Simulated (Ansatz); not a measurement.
## FeGe: Hubbard U from linear response

Wanted: U for Fe in FeGe without fitting to experiment.

Program: Ansatz 0.2.0. Level of theory: functionals named at each step; plane waves, collinear spin, no spin–orbit coupling. Results are calculated unless marked as measured.

The database entry behind the starting cell differs from later determinations by our own check (about 0.2 % short), so it need not match the best structure at ambient conditions.

In doubt: warnings of the run leave room for a lower electronic state (in some of the runs), so energies may not be the lowest and differences between runs may mislead.

## (1) Set-up

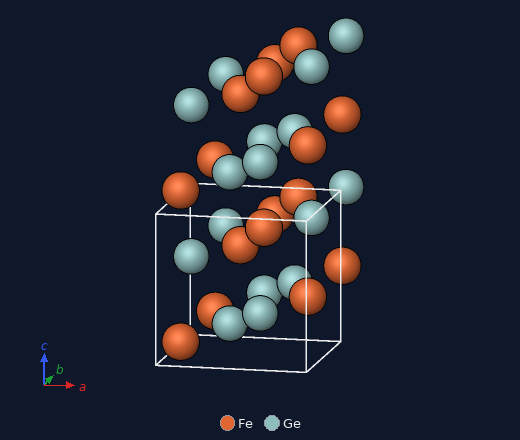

The starting structure, seen slightly off an axis (iron orange, germanium teal). 1×2×2 cells are drawn.

## (2) The reference order

The response depends on the magnetic state, so a state is chosen first.

2 starts were run under PBE; the lowest per atom is taken, and its run is shown. Energies are taken at zero occupation width.

input.yaml

```yaml
crystal:
  lattice:
    - [4.689, 0.0, 0.0]
    - [0.0, 4.689, 0.0]
    - [0.0, 0.0, 4.689]
  atoms:
    - { symbol: Fe, position: [0.135, 0.135, 0.135], spin: 2.8 }
    - { symbol: Fe, position: [0.365, 0.865, 0.635], spin: 2.8 }
    - { symbol: Fe, position: [0.635, 0.365, 0.865], spin: 2.8 }
    - { symbol: Fe, position: [0.865, 0.635, 0.365], spin: 2.8 }
    - { symbol: Ge, position: [0.842, 0.842, 0.842] }
    - { symbol: Ge, position: [0.658, 0.158, 0.342] }
    - { symbol: Ge, position: [0.342, 0.658, 0.158] }
    - { symbol: Ge, position: [0.158, 0.342, 0.658] }
magnetization:
  spin_polarized: true
kpoints:
  mp_grid: { grid: [8, 8, 8] }
hamiltonian:
  xc: pbe
scf:
  occupations: { method: fermi_dirac, width: 0.09 }
output:
  eigenvalues: true
```

The run is started by

```sh
> ansatz run input.yaml --threads 4 --pin off --max-ram 9216MiB --backend cpu --events-out ev --progress --plain --runs-dir out
```

Numbers of over 12 decimals in the logs are rounded to 6 here.

What it wrote:

```text
Engine: ansatz 0.2.0, aarch64-unknown-linux-gnu
Pseudopotentials: kind: paw
Pseudopotential: Fe, paw, valence charge 16, recommended cutoff 420 eV (normal), Fe.paw.azcp
Pseudopotential: Ge, paw, valence charge 14, recommended cutoff 420 eV (normal), Ge.paw.azcp
Functional definition: PBE
  parameter kappa = 0.804
  parameter beta = 0.066725
  exchange = pbe_x(kappa = kappa, mu = beta*pi^2/3)
  correlation = pbe_c(beta = beta)
Crystal: 8 atoms, lattice volume = 103.096 Å³
Basis set: ecut = 420 eV, 2007 PW (Γ)
Bands: 79, of which v1, the nominal top of the filled ones, is band 60 counted from 1 (59 counted from 0)
Symmetry: 12 space group operations
Space group: P213 (ITA 198), of the structure as read, at distance tolerance 4.7e-5 Å
Magnetic group: BNS 198.9 (UNI 1511), of the structure as read, at distance tolerance 4.7e-5 Å
k-points: 45 of 512 (time reversal used)
Non-local potential: Fe, projectors of the file, l = 0: 3, l = 1: 2, l = 2: 3, l = 3: 1
Non-local potential: Ge, projectors of the file, l = 0: 2, l = 1: 2, l = 2: 3, l = 3: 1
PAW form: soft (Blöchl's): semilocal exchange-correlation on the pseudo side does not see the compensation charge
PAW one-centre angular grid: Fe, 590 points (default); XC on 64 Gauss nodes
PAW one-centre angular grid: Ge, 590 points (default); XC on 64 Gauss nodes
Initial density: superposition of atomic densities (chi_scale 0.1, normalization cell)
Starting moments: Σ|m| = 11.2 μB on 4 of 8 sites
Initial wavefunctions: pseudopotential atomic-orbital guess
Functional: x = pbe(κ = 0.804, μ = 0.219515), c = pbe(β = 0.066725)
[...]
SCF 1 converged in 14 iterations: F = -35102.661213 eV  dr2 = 1.27e-8
[...]
SCF converged after 14 iterations
Magnetization: 4.3218 μB (62.1609 up, 57.8391 down)
Absolute magnetization: 5.4239 μB (∫|ρ↑−ρ↓|, with the PAW one-centre terms)
Spin contamination: 0.1233 ħ² per cell (⟨S²⟩ above its minimum at these occupations)
Per-site moments (μB) at R_I (Å): [(1.193451, 0.981595), (1.193451, 0.981595), (1.193451, 0.981595), (1.193451, 0.981595), (-0.055200, 0.981595), (-0.055200, 0.981595), (-0.055200, 0.981595), (-0.055200, 0.981595)]
Free energy (F): -35102.661213 eV
Harris-Foulkes:  -35102.661213 eV  (|F-HF|=1.19e-8)
Internal energy: -35102.471670 eV  (E = F + TS)
E sigma→0 (E₀):  -35102.566441 eV
Entropy (-TS):   -0.189544 eV (-23.693 meV/atom)
Fermi energy:    16.787199 eV
--- Per-component energies (eV) ---
  E_band       = -1102.307085
  E_kinetic    = 1867.280429
  E_local      = -16384.502328  (includes V_loc(G=0)·N_el)
  E_nonlocal   = 2549.476657
  E_hartree    = 7096.124896
  E_xc         = -779.494593
  E_vxc        = -873.782256  (∫ρ·V_xc dr)
  E_paw        = -13548.032016  (= ΣΔE_a)
  E_vpaw       = -2453.044098  (= ΣTr[D̂ρ^β])
  E_aug_tail   = 0.004287  (compensation charges beyond the density's cutoff)
  E_ewald      = -15903.329002
  E_smearing   = -0.189544  (= −TS)
  E_closure    = 0.000000  (closes the sum)
  Σ components = -35102.661213   (vs F -35102.661213, Δ=0.00e0)
--- Band table (eV; the first three rows and the last of 90) ---
  k-point 0 ↑: bands = [... 56 lower, 15.9086, 15.9128, 15.9128, 15.9128, 16.4598, 16.4598, 16.4598, 18.5280, ... 15 higher]
  k-point 1 ↑: bands = [... 56 lower, 15.7895, 15.8829, 15.9177, 16.0715, 16.3352, 16.4254, 16.7705, 18.0841, ... 15 higher]
  k-point 2 ↑: bands = [... 56 lower, 15.7136, 15.8190, 15.9459, 16.0435, 16.3043, 16.3325, 17.4028, 17.7512, ... 15 higher]
  k-point 44 ↓: bands = [... 56 lower, 16.6377, 16.6377, 16.6377, 16.6377, 17.6131, 17.6131, 17.6131, 17.6131, ... 15 higher]
```

The job ended after 38 s (4 threads of Arm Neoverse V2, shared host; peak memory 0.8 GiB; 2.3 min of CPU time).

| start | atoms | final state | energy (meV an atom) |
| --- | --- | --- | --- |
| parallel ++++ | 8 | ferromagnetic | 0.0 |
| compensated ++−− | 8 | antiferromagnetic | 27.0 |

Spin moment in the sphere by atom:

| atom | spin moment in the sphere (μB) |
| --- | --- |
| Fe1 | 1.19 |
| Fe2 | 1.19 |
| Fe3 | 1.19 |
| Fe4 | 1.19 |
| Ge5 | -0.06 |
| Ge6 | -0.06 |
| Ge7 | -0.06 |
| Ge8 | -0.06 |

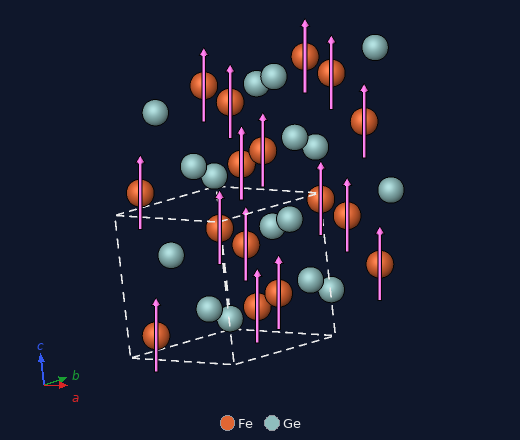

Spin moment in the sphere as arrows, the longest 1.19 μB. Up and down stand for the sign. Arrows give size and sign along the axis of quantisation, drawn up and down the page. 1×2×2 cells are drawn.

Spin density of the compensated ++−− start:

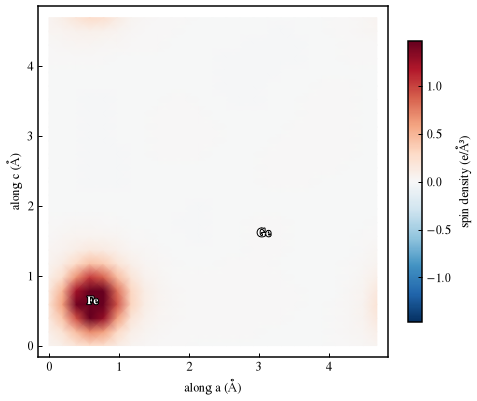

Spin density in the ac plane at fractional y = 0.135, with atoms of Fe and Ge within 0.2 Å of it.

## (3) PBE

A run without U, to see what the plain functional makes of this start.

input.yaml

```yaml
crystal:
  lattice:
    - [4.689, 0.0, 0.0]
    - [0.0, 4.689, 0.0]
    - [0.0, 0.0, 4.689]
  atoms:
    - { symbol: Fe, position: [0.135, 0.135, 0.135], spin: 1.3 }
    - { symbol: Fe, position: [0.365, 0.865, 0.635], spin: 1.3 }
    - { symbol: Fe, position: [0.635, 0.365, 0.865], spin: 1.3 }
    - { symbol: Fe, position: [0.865, 0.635, 0.365], spin: 1.3 }
    - { symbol: Ge, position: [0.842, 0.842, 0.842] }
    - { symbol: Ge, position: [0.658, 0.158, 0.342] }
    - { symbol: Ge, position: [0.342, 0.658, 0.158] }
    - { symbol: Ge, position: [0.158, 0.342, 0.658] }
magnetization:
  spin_polarized: true
kpoints:
  mp_grid: { grid: [9, 9, 9] }
hamiltonian:
  xc: pbe
scf:
  occupations: { method: fermi_dirac, width: 0.1 }
output:
  eigenvalues: true
```

What it wrote:

```text
[...]
Crystal: 8 atoms, lattice volume = 103.096 Å³
Basis set: ecut = 420 eV, 2007 PW (Γ)
Bands: 76, of which v1, the nominal top of the filled ones, is band 60 counted from 1 (59 counted from 0)
Symmetry: 12 space group operations
[...]
k-points: 45 of 729 (time reversal used)
[...]
Starting moments: Σ|m| = 5.2 μB on 4 of 8 sites
[...]
SCF iter  15: F=-35102.683614 eV  HF=-35102.683614 eV  |F-HF|=7.28e-11  |Δ(HF+E_count)|=   2.14e-9  Δρ=1.89e-7 (↑1.63e-7 ↓1.89e-7)  dr2=8.40e-11  dr2_m=1.25e-11  M=4.322 μB ∫|m|=5.421 μB  ethr=5.12e-11  ⟨swp⟩=6.2  Hψ=20711  notcnv=0
SCF 1 converged in 15 iterations: F = -35102.683614 eV  dr2 = 8.40e-11
[...]
SCF converged after 15 iterations
Magnetization: 4.3221 μB (62.1610 up, 57.8390 down)
Absolute magnetization: 5.4219 μB (∫|ρ↑−ρ↓|, with the PAW one-centre terms)
[...]
Per-site moments (μB) at R_I (Å): [(1.193243, 0.981595), (1.193243, 0.981595), (1.193243, 0.981595), (1.193243, 0.981595), (-0.055113, 0.981595), (-0.055113, 0.981595), (-0.055113, 0.981595), (-0.055113, 0.981595)]
Free energy (F): -35102.683614 eV
[...]
Internal energy: -35102.450647 eV  (E = F + TS)
E sigma→0 (E₀):  -35102.567130 eV
Entropy (-TS):   -0.232968 eV (-29.121 meV/atom)
Fermi energy:    16.787866 eV
[...]
--- Band table (eV; the first three rows and the last of 90) ---
  k-point 0 ↑: bands = [... 56 lower, 15.9110, 15.9133, 15.9133, 15.9133, 16.4599, 16.4599, 16.4599, 18.5269, ... 12 higher]
  k-point 1 ↑: bands = [... 56 lower, 15.8139, 15.8906, 15.9185, 16.0612, 16.3446, 16.4325, 16.7167, 18.1308, ... 12 higher]
  k-point 2 ↑: bands = [... 56 lower, 15.7265, 15.8368, 15.9389, 16.0616, 16.3065, 16.3571, 17.2667, 17.8078, ... 12 higher]
  k-point 44 ↓: bands = [... 56 lower, 16.6204, 16.6237, 16.6632, 16.6660, 17.5541, 17.5645, 17.7212, 17.7386, ... 12 higher]
```

Wall time 32 s (4 threads); peak memory 0.8 GiB; 2.1 min of CPU time.

Read from the output:

```
magnetization  : 4.322 μB
final state    : ferromagnetic
largest moment : 1.193 μB
```

## (4) Another input

The input is changed on purpose, to see how the run answers a poor choice.

input.yaml, as its differences from that of step 3:

```diff
@@ -21,3 +21,4 @@
 scf:
-  occupations: { method: fermi_dirac, width: 0.1 }
+  occupations: { method: methfessel_paxton, width: 2.0 }
+  max_iter: 60
 output:
```

What it wrote:

```text
band count auto-derived: 91 (N_el = 120.0; filled up to band 60; 76 by the electrons, moments and atoms)
Engine: ansatz 0.2.0, aarch64-unknown-linux-gnu
Pseudopotentials: kind: paw
Pseudopotential: Fe, paw, valence charge 16, recommended cutoff 420 eV (normal), Fe.paw.azcp
Pseudopotential: Ge, paw, valence charge 14, recommended cutoff 420 eV (normal), Ge.paw.azcp
Functional definition: PBE
  parameter kappa = 0.804
  parameter beta = 0.066725
  exchange = pbe_x(kappa = kappa, mu = beta*pi^2/3)
  correlation = pbe_c(beta = beta)
Crystal: 8 atoms, lattice volume = 103.096 Å³
Basis set: ecut = 420 eV, 2007 PW (Γ)
Bands: 91, of which v1, the nominal top of the filled ones, is band 60 counted from 1 (59 counted from 0)
Symmetry: 12 space group operations
Space group: P213 (ITA 198), of the structure as read, at distance tolerance 4.7e-5 Å
Magnetic group: BNS 198.9 (UNI 1511), of the structure as read, at distance tolerance 4.7e-5 Å
k-points: 45 of 729 (time reversal used)
Non-local potential: Fe, projectors of the file, l = 0: 3, l = 1: 2, l = 2: 3, l = 3: 1
Non-local potential: Ge, projectors of the file, l = 0: 2, l = 1: 2, l = 2: 3, l = 3: 1
PAW form: soft (Blöchl's): semilocal exchange-correlation on the pseudo side does not see the compensation charge
PAW one-centre angular grid: Fe, 590 points (default); XC on 64 Gauss nodes
PAW one-centre angular grid: Ge, 590 points (default); XC on 64 Gauss nodes
Initial density: superposition of atomic densities (chi_scale 0.1, normalization cell)
Starting moments: Σ|m| = 5.2 μB on 4 of 8 sites
Initial wavefunctions: pseudopotential atomic-orbital guess
Functional: x = pbe(κ = 0.804, μ = 0.219515), c = pbe(β = 0.066725)
[...]
SCF iter   8: F=-35102.674158 eV  HF=-35102.708839 eV  |F-HF|=3.47e-2  |Δ(HF+E_count)|=   8.21e-3  S|Δr|=    0.00e0  Δρ=4.31e-3 (↑4.31e-3 ↓2.08e-3)  dr2=3.86e-2  dr2_m=1.53e-3  M=0.853 μB ∫|m|=1.025 μB  β_m=0.79  ethr=5.64e-6  ⟨swp⟩=2.0  Hψ=12933  notcnv=0
SCF iter   9: F=-35102.677718 eV  HF=-35102.710821 eV  |F-HF|=3.31e-2  |Δ(HF+E_count)|=   1.98e-3  S|Δr|=    0.00e0  Δρ=3.65e-3 (↑3.65e-3 ↓2.46e-3)  dr2=3.42e-2  dr2_m=3.84e-4  M=0.441 μB ∫|m|=0.531 μB  β_m=0.78  ethr=5.64e-6  ⟨swp⟩=2.0  Hψ=12532  notcnv=0
SCF iter  10: F=-35102.706762 eV  HF=-35102.706968 eV  |F-HF|=2.06e-4  |Δ(HF+E_count)|=   3.85e-3  S|Δr|=    0.00e0  Δρ=4.34e-4 (↑4.34e-4 ↓2.38e-4)  dr2=3.30e-4  dr2_m=5.26e-5  M=0.144 μB ∫|m|=0.174 μB  β_m=0.89  ethr=5.64e-6  ⟨swp⟩=2.0  Hψ=12526  notcnv=0
[...]
SCF 1 converged in 16 iterations: F = -35102.707049 eV  dr2 = 2.25e-10
[...]
Starting moments: Σ|m| = 5.2 μB on 4 of 8 sites; this step starts from the density that it was given
[...]
spin=Collinear: Kerker preconditioning applied to the charge; magnetization (m = ρ↑ − ρ↓) channel mixes plain (no charge-response kernel on spin).
[...]
SCF 2 converged in 6 iterations: F = -35102.458458 eV  dr2 = 1.01e-5
[...]
spin=Collinear: Kerker preconditioning applied to the charge; magnetization (m = ρ↑ − ρ↓) channel mixes plain (no charge-response kernel on spin).
[...]
SCF 3 converged in 6 iterations: F = -35102.683614 eV  dr2 = 1.26e-8
[...]
spin=Collinear: Kerker preconditioning applied to the charge; magnetization (m = ρ↑ − ρ↓) channel mixes plain (no charge-response kernel on spin).
[...]
SCF 4 converged in 15 iterations: F = -35102.707049 eV  dr2 = 4.22e-9
an SCF along what the orbitals of the run's state read of its open shells (or to have them read: on a GPU, or by another smearing), with the run's symmetry operations kept, reached no lower state that the run goes on to. This is no proof of a minimum
Symmetry: 3 space group operations
k-points: 125 of 729 (time reversal used)
```

Run time: 4.2 min. Hardware: 4 threads; peak memory 2.9 GiB.

The run was stopped unfinished when the time set aside for it ran out, so what it printed is not taken as a result.

(Part 1 of 2 ends here.)

[Logs and program files are shortened in this print: banners, set-up blocks, solver, clock and traceback lines can be left out without a mark of their own.]

[Logs are printed without paths, hosts, clocks, repeated set-up lines and the standing remarks that a program may print on its own settings, such as how far it seeks lower states.]

[Hosts, paths, dates, database ids (printed as entryN), source tags and the programs' standing remarks are cut or masked in the printed files.]

[Where a cell is said to come from a database of computed structures, the database is the Materials Project.]
